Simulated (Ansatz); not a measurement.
# Moving the knobs of a GW run on NaFeN (P6_3mc)

Aim: change settings of a G0W0 run on NaFeN (P6_3mc) and see what moves.

Method: G0W0 on PBE, plane waves, PAW; PAW set soft_1, in Ansatz 0.2.0.

In doubt: one-shot GW on d or f shells is unsure, so the values of those runs are not to be relied on.

## (1) Starting point

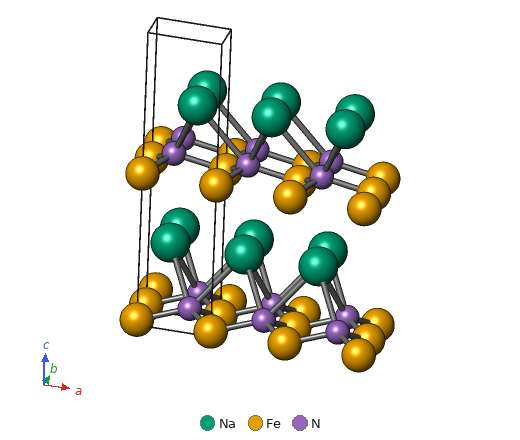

Start, viewed slightly off an axis; sodium teal, iron orange, nitrogen purple. 3×2×1 cells are drawn. Bonds to atoms that aren't drawn are left out. Some periodic images of atoms are drawn too.

As a file:

```
Na Fe N
1.0
     2.97920    0.00000    0.00000
    -1.48960    2.58006    0.00000
     0.00000    0.00000    9.67759
Na Fe N
2 2 2
Direct
  0.66667 0.33333 0.76069
  0.33333 0.66667 0.26069
  0.00000 0.00000 0.51817
  0.00000 0.00000 0.01817
  0.33333 0.66667 0.56578
  0.66667 0.33333 0.06578
```

The cell and positions are those that the Materials Project relaxed with its own functionals (PBE, PBE+U or r2SCAN), kept fixed.

## (2) The base run: 6×6×2 mesh, 273 empty bands, screening to 138 eV, PAW set soft_1 files

Now the one-shot GW correction: screening in the RPA, then the self-energy of the levels asked for. This step takes PAW set soft_1 files.

Contents of input.yaml:

```yaml
crystal:
  lattice:
    - [2.9791986867, 0.0, 0.0]
    - [-1.4895993434, 2.5800617456, 0.0]
    - [0.0, 0.0, 9.67759076]
  atoms:
    - { symbol: Na, position: [0.66666667, 0.33333333, 0.76069016] }
    - { symbol: Na, position: [0.33333333, 0.66666667, 0.26069016] }
    - { symbol: Fe, position: [0.0, 0.0, 0.51816637] }
    - { symbol: Fe, position: [0.0, 0.0, 0.01816637] }
    - { symbol: "N", position: [0.33333333, 0.66666667, 0.56578347] }
    - { symbol: "N", position: [0.66666667, 0.33333333, 0.06578347] }
kpoints:
  mp_grid: { grid: [6, 6, 2] }
hamiltonian:
  xc: pbe
  pseudopotentials: { kind: paw, azcp: { folder: soft_1 } }
scf:
  occupations: { method: fixed }
gw:
  n_empty_bands: 273
  ecut_chi: 138
  qp_bands: [v2, c2]
  qp_kpoints: band_edges
  screening: { model: contour_deformation }
```

Launch:

```bash
$ ansatz run input.yaml --threads 3 --pin off --max-ram 92160MiB --backend cuda --events-out ev --progress --plain --runs-dir out --devices 1 --max-vram 13GiB
```

Numbers of over 12 decimals in the logs are rounded to 6 here.

Output:

```text
GPUs: using 1 of 1 available (devices: 1).
Engine: ansatz 0.2.0, x86_64-unknown-linux-gnu
Pseudopotentials: kind: paw
Pseudopotential: Na, paw, valence charge 9, recommended cutoff 420 eV (normal), soft_1/Na.paw.azcp
Pseudopotential: Fe, paw, valence charge 16, recommended cutoff 420 eV (normal), soft_1/Fe.paw.azcp
Pseudopotential: N, paw, valence charge 5, recommended cutoff 420 eV (normal), soft_1/N.paw.azcp
Functional definition: PBE
  parameter kappa = 0.804
  parameter beta = 0.066725
  exchange = pbe_x(kappa = kappa, mu = beta*pi^2/3)
  correlation = pbe_c(beta = beta)
device memory: the entry about to start is reckoned to put 1.3 GiB on a device that reports 49.9 GiB free (of which the cap on the GPU budget leaves the run 13.0 GiB)
GPU FFT provider: cuFFT
GPU libraries: cuBLAS 13.8.2, cuFFT 12.4.0, cuSOLVER 12.3.4
Crystal: 6 atoms, lattice volume = 74.387 Å³
Basis set: ecut = 420 eV, 1401 PW (Γ)
Bands: 36, of which v1, the nominal top of the filled ones, is band 30 counted from 1 (29 counted from 0)
Symmetry: 12 space group operations
Space group: P63mc (ITA 186), of the structure as read, at distance tolerance 4.2e-5 Å
k-points: 14 of 72
Non-local potential: Na, projectors of the file, l = 0: 3, l = 1: 2, l = 2: 1
Non-local potential: Fe, projectors of the file, l = 0: 3, l = 1: 2, l = 2: 3, l = 3: 1
Non-local potential: N, projectors of the file, l = 0: 2, l = 1: 2, l = 2: 1
PAW form: soft (Blöchl's): semilocal exchange-correlation on the pseudo side does not see the compensation charge
PAW one-centre angular grid: Na, 110 points (default); XC on 64 Gauss nodes
PAW one-centre angular grid: Fe, 590 points (default); XC on 64 Gauss nodes
PAW one-centre angular grid: N, 110 points (default); XC on 64 Gauss nodes
Initial density: superposition of atomic densities (chi_scale 0.1, normalization cell, long waves kept (reshape's long-wave potential 0.09 eV rms))
Initial wavefunctions: pseudopotential atomic-orbital guess
GPU buffer pool allocated for 28800 grid points (all kernels)
GPU transforms: local potential and band sums: pruned to the plane-wave sphere, on 20×20×72
Functional: x = pbe(κ = 0.804, μ = 0.219515), c = pbe(β = 0.066725)
SCF iter   1: F=—  HF=-12703.154675 eV  |F-HF|=—  |Δ(HF+E_count)|=         —  Δρ=8.00e-2  dr2=2.84e0  ethr=3.10e-3  ⟨swp⟩=4.0  Hψ=1466  notcnv=0  defer=27
preconditioner: auto → Resta (q_TF=auto, 2.632 Å⁻¹)  ε∞=5.1  [insulator: Δε(μ)=0.298 eV  Ē_g=13.390 eV  n_scr=26 (ndim 8)  ℏωp=27.2 eV  f_vac=0.000  ε∞_Penn≈5.1]
SCF iter   2: F=—  HF=-12702.767542 eV  |F-HF|=—  |Δ(HF+E_count)|=   3.87e-1  Δρ=7.51e-2  dr2=3.34e0  ethr=3.10e-3  ⟨swp⟩=2.6  Hψ=964  notcnv=0  defer=40
[...]
k-point 13: bands = [... 26 lower, 9.0497, 9.0497, 9.5778, 9.5778, 10.2607, 10.2607, 11.2590, 11.2590, ... 2 higher]
--- G₀W₀: contour deformation, 8 samples at zero and on the imaginary axis and 1 off it, 72 q-points, 273 empty bands' worth ---
  eigenvalues of the whole cell's RPA ε∞ on this k-mesh (on a slab, of 1 + 4πα/V) = 6.0394, 33.6248, 33.6248; static W/v taken at q = 0 is 0.027203
  bands read: the sum over 303 bands ends inside a degenerate multiplet in 7 slots, whose members it reads at an even weight; the widest, k=1: bands 303 to 306 (counted from 1) at 1/4 each
  gw.qp_kpoints: band_edges: 14 of 14 stored k-points solved, in 1 pass; an edge of the gap read off the rows below is read off those points alone
  `?` marks the rows in doubt; gw_qp.tsv's column doubts and the gw_qp event give each row's grounds
    ik  band        ε_KS         Σx   Σc(E_QP)       V_xc       Z   E_QP_lin       E_QP  E_QP is
     0    29      9.2960   -34.4780     4.8658   -30.3167  0.5698     9.9708    10.0006  root ?
     0    30      9.2960   -34.4780     4.8658   -30.3167  0.5698     9.9708    10.0006  root ?
     0    31     11.7577   -21.8950    -2.9696   -25.4701  0.6487    12.4030    12.3632  root
     0    32     12.4722   -13.2982    -4.1897   -17.7984  0.6589    12.7874    12.7828  root
     1    29      9.2938   -34.4654     4.8651   -30.3041  0.5695     9.9676     9.9977  root ?
     1    30      9.2938   -34.4654     4.8651   -30.3041  0.5695     9.9676     9.9977  root ?
     1    31     12.0136   -18.6657    -3.4565   -22.6242  0.6564    12.5372    12.5156  root
     1    32     12.0136   -18.6657    -3.4565   -22.6242  0.6564    12.5372    12.5156  root
     2    29      9.2779   -31.2024     4.1337   -27.6665  0.5839     9.8539     9.8757  root ?
     2    30      9.5448   -30.9226     3.7342   -27.7658  0.6005    10.1070    10.1223  root
     2    31     11.8944   -20.7018    -3.1119   -24.3716  0.6495    12.4783    12.4523  root
     2    32     12.3510   -15.8152    -4.3499   -20.5593  0.6562    12.7528    12.7452  root
     3    29      9.4393   -31.1444     3.9196   -27.8149  0.5941    10.0114    10.0295  root ?
     3    30      9.4393   -31.1444     3.9196   -27.8149  0.5941    10.0114    10.0295  root ?
     3    31     12.1149   -18.1068    -3.6623   -22.2414  0.6535    12.6019    12.5872  root
[...]
6    29      9.3253   -34.6037     4.5899   -30.7409  0.5800    10.0266    10.0525  root ?
[...]
10    30      9.2408   -32.5926     4.2090   -29.0397  0.5828     9.8724     9.8969  root ?
    10    31     10.6003   -23.8736    -2.6979   -27.2022  0.6198    11.2847    11.2310  root ?
[...]
11    29      9.2328   -32.7092     4.1900   -29.1821  0.5816     9.8704     9.8958  root ?
    11    30      9.2328   -32.7092     4.1900   -29.1821  0.5816     9.8704     9.8958  root ?
[...]
13    29      9.5778   -29.9869     3.6093   -26.9029  0.6096    10.0909    10.1030  root
    13    30      9.5778   -29.9869     3.6093   -26.9029  0.6096    10.0909    10.1030  root
    13    31     10.2607   -24.8420    -3.6896   -29.3675  0.6181    11.0949    11.0967  root
    13    32     10.2607   -24.8420    -3.6896   -29.3675  0.6181    11.0949    11.0967  root
[key lines of the parts left out:]
SCF converged after 10 iterations
Free energy (F): -12702.303056 eV
Fermi energy:    9.924069 eV
```

The job ended after 23 s (1 × NVIDIA H100 80GB HBM3 (shared by 6 runs) with 3 threads of AMD EPYC 7R13 (Zen 3), shared host; peak memory 1.4 GiB; 37 s of CPU time).

Numbers from this step:

```yaml
bands_summed: 303
rpa_eps_infinity_on_this_mesh_eigenvalues: 6.039, 33.62, 33.62
plane_waves_in_the_screening_matrix: 265
q_points_in_the_mesh: 72
g0w0_gap_on_the_mesh: 0.7040 eV
k_of_the_valence_top: 0.1667, 0.1667, 0
k_of_the_conduction_bottom: 0.3333, 0.3333, -0.5
starting_gap_on_the_mesh: 0.3366 eV
z_at_the_valence_top: 0.6324
z_at_the_conduction_bottom: 0.6181
least_direct_g0w0_gap_on_the_computed_points: 0.9914 eV
```

The gap on the mesh goes from 0.34 eV to 0.70 eV, a correction of +0.37 eV. Between the two edge states, bare exchange in place of the xc potential would open the gap by 6.35 eV, and correlation takes back 5.99 eV.

## (3) Variant: larger pair-density box

input.yaml: that of step 2 with these lines changed.

```diff
@@ -20,4 +20,4 @@
 gw:
-  n_empty_bands: 273
-  ecut_chi: 138
+  n_empty_bands: 168
+  ecut_chi: 100
   qp_bands: [v2, c2]
@@ -25 +25,2 @@
   screening: { model: contour_deformation }
+  ecutfock_ratio: 2
```

Output:

```text
GPUs: using 1 of 1 available (devices: 1).
[...]
GPU FFT provider: cuFFT
GPU libraries: cuBLAS 13.8.2, cuFFT 12.4.0, cuSOLVER 12.3.4
Crystal: 6 atoms, lattice volume = 74.387 Å³
Basis set: ecut = 420 eV, 1401 PW (Γ)
Bands: 36, of which v1, the nominal top of the filled ones, is band 30 counted from 1 (29 counted from 0)
[... 1 set-up line as in the run before ...]
[...]
k-points: 14 of 72
[...]
GPU buffer pool allocated for 28800 grid points (all kernels)
[...]
SCF iter   1: F=—  HF=-12703.154675 eV  |F-HF|=—  |Δ(HF+E_count)|=         —  Δρ=8.00e-2  dr2=2.84e0  ethr=3.10e-3  ⟨swp⟩=4.0  Hψ=1466  notcnv=0  defer=27
[...]
SCF iter  10: F=-12702.303056 eV  HF=-12702.303056 eV  |F-HF|=4.63e-8  |Δ(HF+E_count)|=   3.28e-8  Δρ=8.97e-6  dr2=4.89e-8  ethr=1.67e-10  ⟨swp⟩=7.9  Hψ=1528  notcnv=0
SCF 1 converged in 10 iterations: F = -12702.303056 eV  dr2 = 4.89e-8
[...]
NSCF: frozen V_eff on 14 k-points
[...]
G₀W₀ screening: q 1/14
[... further progress lines ...]
SCF converged after 10 iterations
Free energy (F): -12702.303056 eV
[...]
Internal energy: -12702.303056 eV  (E = F + TS)
E sigma→0 (E₀):  -12702.303056 eV
Fermi energy:    9.924069 eV
[...]
--- Band table (eV; the first three rows and the last of 14) ---
  k-point 0: bands = [... 26 lower, 9.2915, 9.2915, 9.2960, 9.2960, 11.7577, 12.4722, 14.0567, 14.0567, ... 2 higher]
  k-point 1: bands = [... 26 lower, 9.2938, 9.2938, 9.2938, 9.2938, 12.0136, 12.0136, 14.0659, 14.0659, ... 2 higher]
[...]
1    29      9.2938   -34.4654     4.9496   -30.3041  0.5760    10.0468    10.0822  root ?
     1    30      9.2938   -34.4654     4.9496   -30.3041  0.5760    10.0468    10.0822  root ?
     1    31     12.0136   -18.6657    -3.3737   -22.6242  0.6600    12.6353    12.5985  root
     1    32     12.0136   -18.6657    -3.3737   -22.6242  0.6600    12.6353    12.5985  root
     2    29      9.2779   -31.2024     4.2136   -27.6665  0.5903     9.9296     9.9556  root ?
     2    30      9.5448   -30.9226     3.8242   -27.7658  0.6062    10.1932    10.2124  root
     2    31     11.8944   -20.7018    -3.0437   -24.3716  0.6542    12.5705    12.5205  root
     2    32     12.3510   -15.8152    -4.2301   -20.5593  0.6596    12.8840    12.8649  root
     3    29      9.4393   -31.1444     4.0052   -27.8149  0.6000    10.0929    10.1150  root
[...]
6    29      9.3253   -34.6037     4.6692   -30.7409  0.5866    10.1021    10.1318  root ?
     6    30      9.3258   -34.5966     4.6594   -30.7429  0.5867    10.1020    10.1317  root ?
[...]
7    29      9.3255   -34.6000     4.6642   -30.7419  0.5866    10.1020    10.1317  root ?
[...]
10    29      9.2263   -32.9300     4.3092   -29.3779  0.5872     9.9528     9.9835  root ?
    10    30      9.2408   -32.5926     4.2930   -29.0397  0.5893     9.9519     9.9809  root ?
[...]
11    29      9.2328   -32.7092     4.2743   -29.1821  0.5882     9.9502     9.9801  root ?
    11    30      9.2328   -32.7092     4.2743   -29.1821  0.5882     9.9502     9.9801  root ?
[...]
13    29      9.5778   -29.9869     3.6972   -26.9029  0.6151    10.1757    10.1909  root
    13    30      9.5778   -29.9869     3.6972   -26.9029  0.6151    10.1757    10.1909  root
    13    31     10.2607   -24.8420    -3.5667   -29.3675  0.6233    11.2307    11.2195  root
    13    32     10.2607   -24.8420    -3.5667   -29.3675  0.6233    11.2307    11.2195  root
```

Run time: 22 s. Hardware: 1 × NVIDIA H100 80GB HBM3 (shared by 6 runs) with 3 threads; peak memory 1.2 GiB.

The G0W0 gap on the mesh is 0.721 eV.

Against the base:

```csv
setting,base,variant
empty bands,273,168
screening cutoff (eV),138,100
ecutfock ratio,-,2
```

```csv
quantity,variant,base
starting gap on the mesh,0.337,0.337
G0W0 gap on the mesh,0.721,0.704
least direct G0W0 gap on the computed points,1.026,0.991
Z at the valence top,0.637,0.632
Z at the conduction bottom,0.623,0.618
```

## (4) Variant: coarser q mesh

input.yaml: that of step 3 with these lines changed.

```diff
@@ -25,2 +25,2 @@
   screening: { model: contour_deformation }
-  ecutfock_ratio: 2
+  q_mesh: [3, 3, 1]
```

Output:

```text
GPUs: using 1 of 1 available (devices: 1).
[...]
GPU FFT provider: cuFFT
GPU libraries: cuBLAS 13.8.2, cuFFT 12.4.0, cuSOLVER 12.3.4
Crystal: 6 atoms, lattice volume = 74.387 Å³
Basis set: ecut = 420 eV, 1401 PW (Γ)
Bands: 36, of which v1, the nominal top of the filled ones, is band 30 counted from 1 (29 counted from 0)
[... 1 set-up line as in the run before ...]
[...]
k-points: 14 of 72
[...]
GPU buffer pool allocated for 28800 grid points (all kernels)
[...]
SCF iter   1: F=—  HF=-12703.154675 eV  |F-HF|=—  |Δ(HF+E_count)|=         —  Δρ=8.00e-2  dr2=2.84e0  ethr=3.10e-3  ⟨swp⟩=4.0  Hψ=1466  notcnv=0  defer=27
[...]
SCF iter  10: F=-12702.303056 eV  HF=-12702.303056 eV  |F-HF|=4.63e-8  |Δ(HF+E_count)|=   3.28e-8  Δρ=8.97e-6  dr2=4.89e-8  ethr=1.67e-10  ⟨swp⟩=7.9  Hψ=1528  notcnv=0
SCF 1 converged in 10 iterations: F = -12702.303056 eV  dr2 = 4.89e-8
[...]
G₀W₀ screening: q 1/3
[... further progress lines ...]
SCF converged after 10 iterations
Free energy (F): -12702.303056 eV
[...]
Internal energy: -12702.303056 eV  (E = F + TS)
E sigma→0 (E₀):  -12702.303056 eV
Fermi energy:    9.924069 eV
[...]
--- Band table (eV; the first three rows and the last of 14) ---
  k-point 0: bands = [... 26 lower, 9.2915, 9.2915, 9.2960, 9.2960, 11.7577, 12.4722, 14.0567, 14.0567, ... 2 higher]
  k-point 1: bands = [... 26 lower, 9.2938, 9.2938, 9.2938, 9.2938, 12.0136, 12.0136, 14.0659, 14.0659, ... 2 higher]
[...]
1    29      9.2938   -34.6667     5.1115   -30.3041  0.5708    10.0083    10.0427  root ?
     1    30      9.2938   -34.6667     5.1115   -30.3041  0.5708    10.0083    10.0427  root ?
     1    31     12.0136   -18.6389    -3.4249   -22.6242  0.6523    12.6176    12.5741  root
     1    32     12.0136   -18.6389    -3.4249   -22.6242  0.6523    12.6176    12.5741  root
     2    29      9.2779   -31.0422     4.0297   -27.6665  0.5857     9.9058     9.9321  root ?
     2    30      9.5448   -30.8210     3.7015   -27.7658  0.6006    10.1718    10.1913  root
     2    31     11.8944   -20.5327    -3.2463   -24.3716  0.6450    12.5455    12.4871  root ?
     2    32     12.3510   -15.5623    -4.5036   -20.5593  0.6426    12.8690    12.8443  root
     3    29      9.4393   -30.9885     3.8308   -27.8149  0.5958    10.0746    10.0966  root ?
     3    30      9.4393   -30.9885     3.8308   -27.8149  0.5958    10.0746    10.0966  root ?
     3    31     12.1149   -17.8836    -3.8195   -22.2414  0.6454    12.6901    12.6532  root
     3    32     12.1149   -17.8836    -3.8195   -22.2414  0.6454    12.6901    12.6532  root
[...]
10    29      9.2263   -33.2434     4.5652   -29.3779  0.5799     9.8964     9.9260  root ?
    10    30      9.2408   -32.8854     4.5313   -29.0397  0.5821     9.8986     9.9264  root ?
[...]
11    29      9.2328   -32.9863     4.4980   -29.1821  0.5817     9.8985     9.9267  root ?
    11    30      9.2328   -32.9863     4.4980   -29.1821  0.5817     9.8985     9.9267  root ?
[...]
13    29      9.5778   -30.5727     4.2334   -26.9029  0.6018    10.1245    10.1413  root
    13    30      9.5778   -30.5727     4.2334   -26.9029  0.6018    10.1245    10.1413  root
    13    31     10.2607   -24.4343    -3.9453   -29.3675  0.6085    11.2434    11.2486  root
    13    32     10.2607   -24.4343    -3.9453   -29.3675  0.6085    11.2434    11.2486  root
```

Run time: 12 s. Hardware: 1 × NVIDIA H100 80GB HBM3 (shared by 6 runs) with 3 threads; peak memory 1.1 GiB.

Against the base:

```csv
setting,base,variant
empty bands,273,168
screening cutoff (eV),138,100
q mesh,-,"[3, 3, 1]"
```

```csv
quantity,variant,base
starting gap on the mesh,0.337,0.337
G0W0 gap on the mesh,0.804,0.704
least direct G0W0 gap on the computed points,1.106,0.991
Z at the valence top,0.623,0.632
Z at the conduction bottom,0.608,0.618
```

## (5) Summary of results

| Item | Value |
| --- | --- |
| base | 0.70 eV, 23 s |
| larger pair-density box | 0.72 eV, 22 s |
| coarser q mesh | 0.80 eV, 12 s |

In words: Larger pair-density box: the gap moves by +0.02 eV. The variant differs from the base in empty bands, screening cutoff and ecutfock ratio together, so the change can't be laid to one of them. Coarser q mesh: the gap moves by +0.10 eV; such settings are too crude to quote. The variant differs from the base in empty bands, screening cutoff and q mesh together, so the change can't be laid to one of them. All runs here use a coarse mesh and modest cutoffs; they test settings and are not final values. The 6×6×2 mesh is coarse for this cell (its supercell is 18 Å along the shortest edge). The RPA ε∞ on it, from the PBE start, is 6.04 and 33.62; such meshes misread the long-range screening, most where the gap is narrow. The runs have no spin polarisation. For a closed low-spin shell that is the natural state; where a d or f shell is open it is a constraint, and the gap is then not the crystal's own. With d states at the gap, one-shot GW leans hard on its start.

[Paths, hosts, dates, memory and timing lines, banners, echoed tables and standing remarks are left out of the program output.]

[Logs are printed without paths, hosts, clocks, repeated set-up lines and the standing remarks that a program may print on its own settings, such as how far it seeks lower states.]

[Runs of the session that timed out or met a known fault of the program may be left out.]

[Cells called generated may have been cut or substituted from an entry of the Crystallography Open Database or the Materials Project.]

[Hosts, paths, dates, database ids (printed as entryN), source tags and the programs' standing remarks are cut or masked in the printed files.]
